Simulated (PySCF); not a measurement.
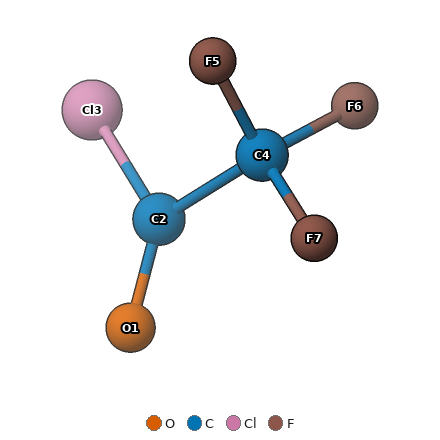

C₂ClF₃O (trifluoroacetyl chloride), SMILES O=C(Cl)C(F)(F)F. Vertical core-electron binding energies by ΔSCF (SCAN, pcX-2 on the ionised atom, pcseg-1 elsewhere, spin-free X2C; PySCF 2.14.0, at a GFN2-xTB geometry (no frequency check)), gas phase, against the vacuum level. One atom of each kind was ionised; within a panel, areas follow the number of like atoms and 2j + 1 (2p levels are split by first-order spin-orbit coupling, an approximation), each panel is scaled alone, Gaussians of 0.8 eV full width. Only the regions named are shown.

Q: Predict the Cl 2p and C 1s photoelectron lines.

A:
```tsv
level	atoms	binding energy (eV)
Cl 2p1/2	Cl3	209.3
Cl 2p3/2	Cl3	207.6
C 1s	C4	299.4
C 1s	C2	296.4
```

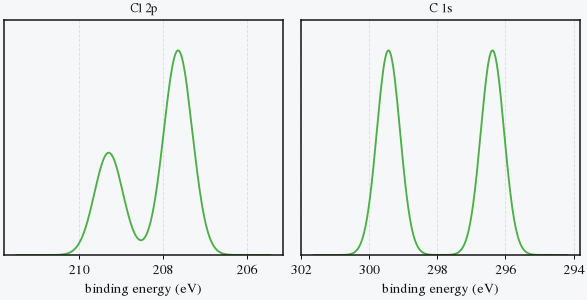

Note: the tight-binding geometry is rougher than a DFT one and adds to the error.
